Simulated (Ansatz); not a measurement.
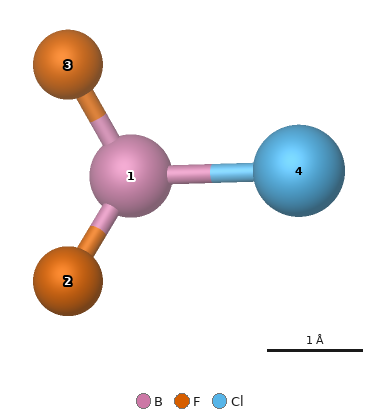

Figure 1. The starting structure (ball-and-stick view, seen at a tilt; atoms are numbered from 1 in the order of the input).

**Geometry relaxation, with input and output: BClF2**

BClF2, computed with RKS PBE0-D4/def2-TZVP (Ansatz 0.2.0).

Figures and captions count atoms from 1; the log counts them from 0 in places.

Input
```yaml
crystal:
  periodic: [false, false, false]
  atoms:
    - {symbol: B, position_ang: [0.045651, -0.810259, -0.000755]}
    - {symbol: F, position_ang: [-0.217232, -1.224683, -1.272083]}
    - {symbol: F, position_ang: [-0.837424, -1.261665, 0.933870]}
    - {symbol: Cl, position_ang: [1.812954, -1.029486, 0.492462]}
basis:
  gaussian: {orbitals: def2-TZVP}
hamiltonian: {xc: pbe0, dispersion: d4}
relax: {f_tol: 0.005, max_steps: 200}
```

Hardware: 4 threads of Intel Xeon @ 2.50GHz, 180 GiB of memory available, shared host.

Command:
```bash
ansatz run in.yaml --threads 4 --pin off --events-out ev --progress --plain --max-ram 9574MiB
```

The program's output
```
Functional definition: PBE0
  name "PBE0"
  cite "Adamo & Barone, J. Chem. Phys. 110, 6158 (1999) doi:10.1063/1.478522"
  cite "Perdew, Burke & Ernzerhof, Phys. Rev. Lett. 77, 3865 (1996) doi:10.1103/PhysRevLett.77.3865"
  parent pbe
  parameter a = 0.25
  parameter kappa = 0.804
  parameter beta = 0.06672455060314922
  exchange = (1 - a)*pbe_x(kappa = kappa, mu = beta*pi^2/3) + a*exact_x
  correlation = pbe_c(beta = beta)
749 factors; their error is unknown
mean field evaluation 1: about -18626.6880 eV, gradient 3.9e1 eV
mean field evaluation 2: about -18623.5971 eV, gradient 6.2e1 eV
mean field evaluation 4: about -18628.8481 eV, gradient 8.2e-1 eV
mean field evaluation 8: about -18628.9095 eV, gradient 1.8e-1 eV
mean field -18628.90954113 eV, -684.5997985081 hartree, gradient 8.2e-5 eV, S^2 0.000000; 0 other end points of the search recorded, 0 dependent functions left out
the calculation of the forces begins
reference -18628.90956521 eV, -684.5997993929 hartree; 20, 20 occupied and 110, 110 virtual orbitals, 749 factors
relax step   1: F+E_penalty+E_count = -18628.96297569 eV  Δ(F+E_penalty+E_count) = +0.000e0 eV  max|allowed force component| = 5.420e0 eV/Å  Δτ_max = 0.0000 Å  (24 SCF iters, accepted)
these checks for a lower state are left out or cut short: starts, cluster_reference, orbital_swaps, neighbouring_geometries, increment
749 factors; their error is unknown
mean field evaluation 16: about -18628.7568 eV, gradient 1.7e1 eV
mean field -18629.69585143 eV, -684.6286948787 hartree, gradient 1.1e-5 eV, S^2 0.000000; 0 other end points of the search recorded, 0 dependent functions left out
the calculation of the forces begins
reference -18629.69587525 eV, -684.6286957540 hartree; 20, 20 occupied and 110, 110 virtual orbitals, 749 factors
relax step   2: F+E_penalty+E_count = -18629.74892224 eV  Δ(F+E_penalty+E_count) = -7.859e-1 eV  max|allowed force component| = 2.043e0 eV/Å  Δτ_max = 0.2000 Å  (32 SCF iters, accepted)
these checks for a lower state are left out or cut short: starts, cluster_reference, orbital_swaps, neighbouring_geometries, increment
749 factors; their error is unknown
mean field -18629.91711468 eV, -684.6368261532 hartree, gradient 1.1e-5 eV, S^2 0.000000; 0 other end points of the search recorded, 0 dependent functions left out
the calculation of the forces begins
reference -18629.91713866 eV, -684.6368270343 hartree; 20, 20 occupied and 110, 110 virtual orbitals, 749 factors
relax step   3: F+E_penalty+E_count = -18629.97064760 eV  Δ(F+E_penalty+E_count) = -2.217e-1 eV  max|allowed force component| = 1.352e0 eV/Å  Δτ_max = 0.0716 Å  (29 SCF iters, accepted)
these checks for a lower state are left out or cut short: starts, cluster_reference, orbital_swaps, neighbouring_geometries, increment
749 factors; their error is unknown
mean field evaluation 32: about -18629.8773 eV, gradient 1.6e-2 eV
mean field -18629.94047464 eV, -684.6376846160 hartree, gradient 7.5e-6 eV, S^2 0.000000; 0 other end points of the search recorded, 0 dependent functions left out
the calculation of the forces begins
reference -18629.94049853 eV, -684.6376854937 hartree; 20, 20 occupied and 110, 110 virtual orbitals, 749 factors
relax step   4: F+E_penalty+E_count = -18629.99399238 eV  Δ(F+E_penalty+E_count) = -2.334e-2 eV  max|allowed force component| = 3.825e-1 eV/Å  Δτ_max = 0.0224 Å  (28 SCF iters, accepted)
these checks for a lower state are left out or cut short: starts, cluster_reference, orbital_swaps, neighbouring_geometries, increment
749 factors; their error is unknown
mean field -18629.94264426 eV, -684.6377643478 hartree, gradient 7.8e-6 eV, S^2 0.000000; 0 other end points of the search recorded, 0 dependent functions left out
the calculation of the forces begins
reference -18629.94266811 eV, -684.6377652245 hartree; 20, 20 occupied and 110, 110 virtual orbitals, 749 factors
relax step   5: F+E_penalty+E_count = -18629.99617909 eV  Δ(F+E_penalty+E_count) = -2.187e-3 eV  max|allowed force component| = 5.973e-2 eV/Å  Δτ_max = 0.0055 Å  (29 SCF iters, accepted)
these checks for a lower state are left out or cut short: starts, cluster_reference, orbital_swaps, neighbouring_geometries, increment
749 factors; their error is unknown
mean field -18629.94273040 eV, -684.6377675135 hartree, gradient 8.2e-6 eV, S^2 0.000000; 0 other end points of the search recorded, 0 dependent functions left out
the calculation of the forces begins
reference -18629.94275425 eV, -684.6377683901 hartree; 20, 20 occupied and 110, 110 virtual orbitals, 749 factors
relax step   6: F+E_penalty+E_count = -18629.99627686 eV  Δ(F+E_penalty+E_count) = -9.777e-5 eV  max|allowed force component| = 2.072e-3 eV/Å  Δτ_max = 0.0024 Å  (30 SCF iters, accepted)
749 factors; their error is unknown
mean field evaluation 64: about -18629.9427 eV, gradient 6.9e-4 eV
```

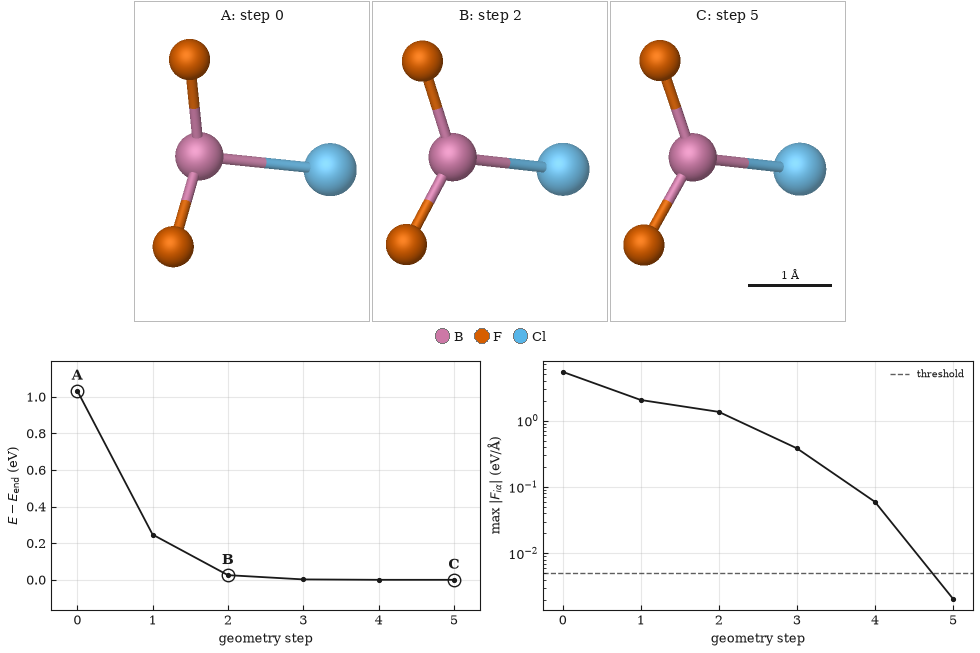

Figure 2. Frames of the relaxation (ball-and-stick view, seen at a tilt) above the curves, on which the letters mark them (the first geometry is step 0 here and step 1 in the log).

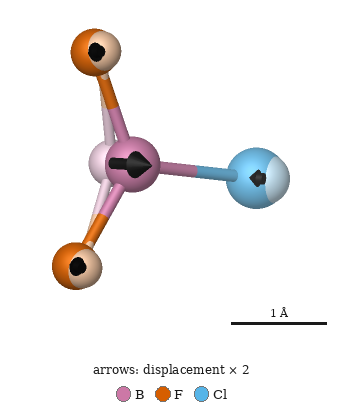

Figure 3. Start (faint) and end (solid) with the displacements as black arrows, magnified 2 times (ball-and-stick view, seen at a tilt). The two geometries are laid on each other by the best rigid fit. The energy falls by 1.033 eV in 5 geometry steps. The largest force component goes from 5.4 to 0.0021 eV/Å. The atom that moves furthest after the best rigid fit is B1 (0.29 Å). By element the largest moves are B 0.29 Å, F 0.10 Å, Cl 0.09 Å. Distances before and after: B1–Cl4 1.848 → 1.740 Å, B1–F2 1.363 → 1.310 Å. Among the angles that change: F2–B1–Cl4 113.4° → 120.5°, F2–B1–F3 114.5° → 119.0°. (Atoms are counted from 1 in the order of the input.)

```
mean field -18629.94273040 eV, -684.6377675135 hartree, gradient 2.0e-5 eV, S^2 0.000000; 1 other end points of the search recorded, 0 dependent functions left out
the calculation of the forces begins
reference -18629.94275425 eV, -684.6377683901 hartree; 20, 20 occupied and 110, 110 virtual orbitals, 749 factors
Total energy: -18629.99630071 eV, -684.6397361861 hartree
Atom 0 at     0.102521    -1.089613     0.010554 Å, force     0.000410     0.001019     0.000122 eV/Å
Atom 1 at    -0.229456    -1.123302    -1.256648 Å, force    -0.000730    -0.000404     0.001978 eV/Å
Atom 2 at    -0.840717    -1.159753     0.917485 Å, force     0.000402    -0.000336    -0.002072 eV/Å
Atom 3 at     1.771601    -0.953426     0.482102 Å, force    -0.000083    -0.000279    -0.000028 eV/Å
Dipole moment:     0.055289     0.004455     0.015620 e Å
```

Trajectory as extended XYZ (Å, eV, eV/Å), 6 frames, from step=1 to step=6
```
4
Properties=species:S:1:pos:R:3:forces:R:3 step=1 energy=-18628.96298
B     0.0457   -0.8103   -0.0008    0.7072  -5.4204   0.1079
F    -0.2172   -1.2247   -1.2721    0.0507   2.0310   1.6065
F    -0.8374   -1.2617    0.9339    0.8622   2.0794  -1.2807
Cl    1.8130   -1.0295    0.4925   -1.6202   1.3100  -0.4336
4
Properties=species:S:1:pos:R:3:forces:R:3 step=2 energy=-18629.74892
B     0.0974   -1.0031    0.0106   -0.6093  -1.7461  -0.2006
F    -0.2518   -1.1569   -1.2926    0.6581   0.6962   2.0426
F    -0.8782   -1.1942    0.9355    1.6196   0.7535  -1.3779
Cl    1.8366   -0.9719    0.5001   -1.6684   0.2964  -0.4641
4
Properties=species:S:1:pos:R:3:forces:R:3 step=3 energy=-18629.97065
B     0.0830   -1.0731    0.0053    1.3525  -0.1699   0.3773
F    -0.2281   -1.1282   -1.2496   -0.2259   0.0738  -0.6974
F    -0.8358   -1.1644    0.9121   -0.5568   0.0540   0.4795
Cl    1.7849   -0.9604    0.4857   -0.5698   0.0421  -0.1595
4
Properties=species:S:1:pos:R:3:forces:R:3 step=4 energy=-18629.99399
B     0.0974   -1.0898    0.0091    0.3825   0.0295   0.1080
F    -0.2311   -1.1228   -1.2556   -0.0241  -0.0021  -0.1181
F    -0.8415   -1.1592    0.9157   -0.0821  -0.0055   0.0881
Cl    1.7792   -0.9543    0.4842   -0.2762  -0.0219  -0.0780
4
Properties=species:S:1:pos:R:3:forces:R:3 step=5 energy=-18629.99618
B     0.1027   -1.0896    0.0106    0.0229   0.0022   0.0065
F    -0.2309   -1.1234   -1.2562    0.0195   0.0014   0.0014
F    -0.8417   -1.1598    0.9164    0.0174   0.0013   0.0090
Cl    1.7739   -0.9534    0.4827   -0.0597  -0.0050  -0.0169
4
Properties=species:S:1:pos:R:3:forces:R:3 step=6 energy=-18629.99628
B     0.1025   -1.0896    0.0106    0.0004   0.0010   0.0001
F    -0.2295   -1.1233   -1.2566   -0.0007  -0.0004   0.0020
F    -0.8407   -1.1598    0.9175    0.0004  -0.0003  -0.0021
Cl    1.7716   -0.9534    0.4821   -0.0001  -0.0003   0.0000
```

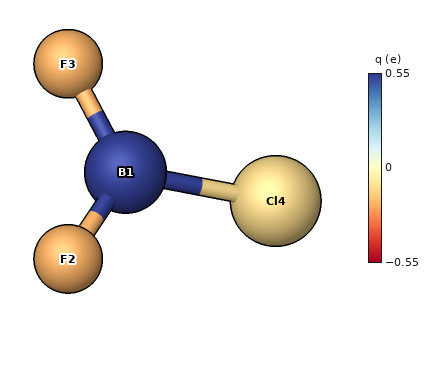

Figure 4. Mulliken charges, as the colour of each atom (ball-and-stick view, seen at a tilt; atoms are numbered from 1 in the order of the input). By element: B +0.53, F −0.21 and Cl −0.11 e.

Key numbers

```json
{"quantity": "outcome", "value": "converged"}
{"quantity": "total energy", "value": "−18629.9963 eV"}
{"quantity": "mean-field energy", "value": "−18629.9428 eV"}
{"quantity": "dispersion energy", "value": "−0.0535 eV"}
{"quantity": "SCF solution under orbital rotations", "value": "stable"}
{"quantity": "largest force (length of the vector) at the end", "value": "0.002 eV/Å"}
{"quantity": "dipole moment", "value": "0.28 D"}
{"quantity": "wall time", "value": "12 s (CPU time 39 s)"}
{"quantity": "peak memory", "value": "0.43 GiB"}
```
